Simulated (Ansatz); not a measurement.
Band structure of Ni (Fm-3m, 1 atom in the cell).

```
CELL_PARAMETERS angstrom
      0.00000     1.73712     1.73712
      1.73712     0.00000     1.73712
      1.73712     1.73712     0.00000
ATOMIC_POSITIONS crystal
  Ni 0.00000 0.00000 0.00000
```
Moments meant for the start (each program seeds them in its own way; μB, in the order of the atoms Ni): 1.0.

Level of theory: PBE (plane waves, PAW; Ansatz, an electronic-structure program).

Settings: basis.ecutwfc = 420 eV; kpoints.mp_grid.grid = 11 11 11; hamiltonian.xc = pbe; hamiltonian.pseudopotentials = {kind: paw} (the program's default PAW files); magnetization.spin_polarized = true; scf.occupations.method = fermi_dirac; scf.occupations.width = 0.1 eV; kpoints.band_path.npoints = 8.

The starting cell has typed, rounded lattice constants, without a prior relaxation at this level. Its lattice was rescaled by a random factor within 2.5 % of one. With one magnetic atom in the cell only a parallel order is possible.

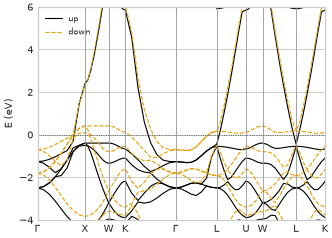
Figure: Bands along the path, energies from the Fermi level.

Levels in eV from the Fermi level, bands 6 to 13 of the first spin channel:
| point | 6 | 7 | 8 | 9 | 10 | 11 | 12 | 13 |
|---|---|---|---|---|---|---|---|---|
| Γ | -2.50 | -2.50 | -2.50 | -1.27 | -1.27 | 23.81 | 28.07 | 28.07 |
| X | -4.39 | -0.51 | -0.40 | -0.40 | 2.39 | 9.51 | 15.11 | 15.11 |
| W | -3.20 | -3.20 | -1.34 | -0.40 | 7.91 | 7.91 | 10.18 | 11.43 |
| K | -3.89 | -2.18 | -1.10 | -0.67 | 5.84 | 7.45 | 10.24 | 17.51 |
| L | -2.50 | -2.50 | -0.55 | -0.55 | -0.45 | 5.91 | 22.33 | 25.26 |
| U | -3.89 | -2.18 | -1.10 | -0.67 | 5.84 | 7.45 | 10.24 | 17.51 |

Bands cross the Fermi level along this path, so the cell is metallic at this level.

The net moment of the cell came out as 0.58 μB.

Keys are those of Ansatz 0.2.
